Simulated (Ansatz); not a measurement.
**BH4NSi (SMILES BN[SiH]): density, localisation and related maps**

Input file:

```
crystal:
  periodic: [false, false, false]
  atoms:
    - {symbol: B, position_ang: [-0.209861, 1.256290, -3.128906]}
    - {symbol: N, position_ang: [1.167198, 1.552443, -3.296246]}
    - {symbol: Si, position_ang: [2.129996, 2.310787, -2.048804]}
    - {symbol: H, position_ang: [-0.721814, 1.542291, -2.086809]}
    - {symbol: H, position_ang: [-0.823372, 0.736345, -4.014130]}
    - {symbol: H, position_ang: [1.589364, 1.305267, -4.183647]}
    - {symbol: H, position_ang: [3.423190, 2.317262, -2.877360]}
basis:
  gaussian:
    orbitals: def2-TZVPD
hamiltonian:
  xc: {name: PBE0}
output: {forces: true, orbitals: {seedname: orbitals}}
```

Command:

```sh
ansatz run input.yaml --threads 2 --pin off --max-ram 4350MiB --events-out events.jsonl --progress --plain --runs-dir runs
```

Geometry: r2SCAN-D4/def2-TZVP.

The calculation used isolated molecule in a Gaussian basis; Kohn-Sham density functional theory, functional PBE0 (Ansatz).

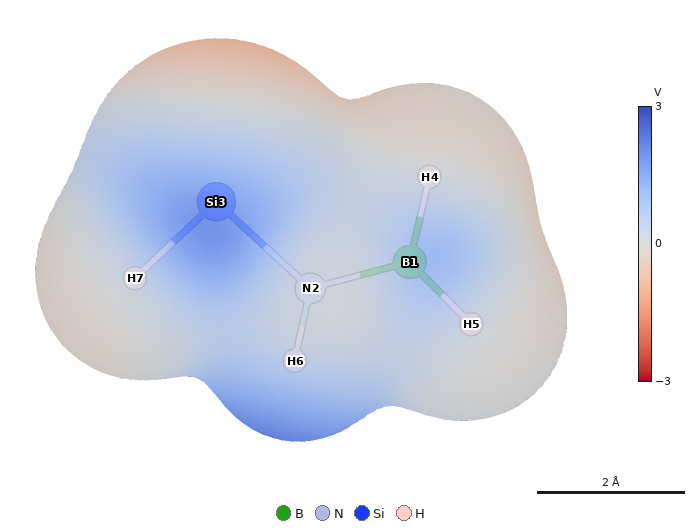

Figure 1. The molecular electrostatic potential painted on the density surface at 0.002 e/bohr³, seen across its widest extent; red is negative and blue positive.

> Which sites attract a positive test charge, and which a negative one?

A positive charge is drawn to the negative regions and a negative charge to the positive ones. The most negative region (about −0.9 V) lies over Si3, the most positive (about +2.1 V) over H6.

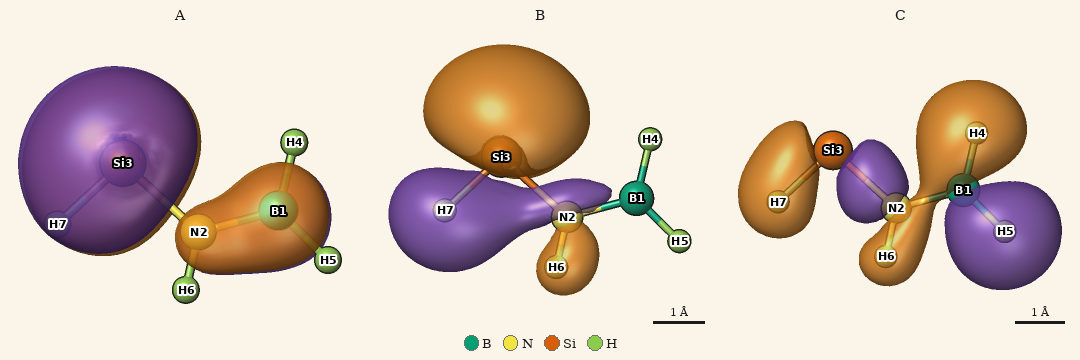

Figure 2. Three frontier orbitals at ±0.08 Å⁻³ᐟ² (orange and purple are the two phases), in no order.

> Order the three orbitals by energy and name them.

C is the HOMO−1 (−9.11 eV). Its weight (Hirshfeld) is mainly on B1 (about 30 %), H5 (about 25 %), H4 (about 15 %), N2 (about 15 %) and Si3 (about 10 %); it is symmetric in the molecular plane (an in-plane orbital: σ, lone-pair or in-plane π type). B is the HOMO (−6.73 eV). Its weight (Hirshfeld) is mainly on Si3 (about 75 %) and H7 (about 15 %); it is symmetric in the molecular plane (an in-plane orbital: σ, lone-pair or in-plane π type). A is the LUMO (−2.35 eV). It lies mainly on Si3 (about 75 %), B1 (about 10 %) and N2 (about 5 %); it changes sign across the molecular plane (π type).

> What is the HOMO–LUMO gap?

4.38 eV between the orbital energies.

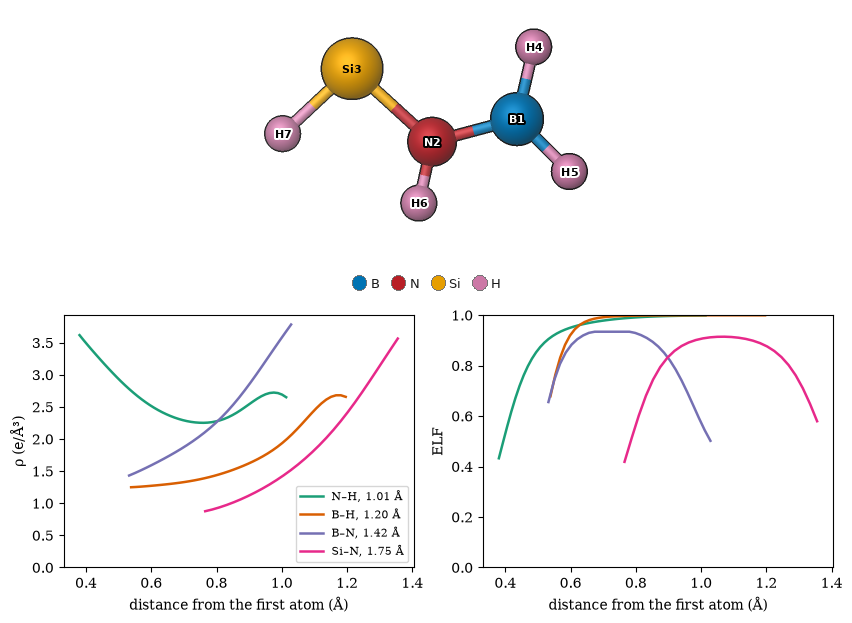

Figure 3. Total electron density and ELF along straight lines between neighbouring atoms. The curves leave out the atomic cores. The structure is drawn too.

> What can be read from the curves?

N–H (1.01 Å): the density is about 2.9 e/Å³ at the midpoint; the ELF climbs to about 1 towards the hydrogen, as it does in any bond to H (a covalent bond by its length).
B–H (1.20 Å): ρ at the midpoint is about 1.3 e/Å³; the ELF climbs to about 1 towards the hydrogen; an ordinary covalent bond to hydrogen.
B–N (1.42 Å): ρ at the midpoint is about 1.9 e/Å³; the ELF peaks at about 0.95 between the atoms (a short, strongly polar bond).
Si–N (1.75 Å): ρ at the midpoint is about 1.1 e/Å³; the ELF peaks at about 0.90 between the atoms (a shared but strongly polarised pair).
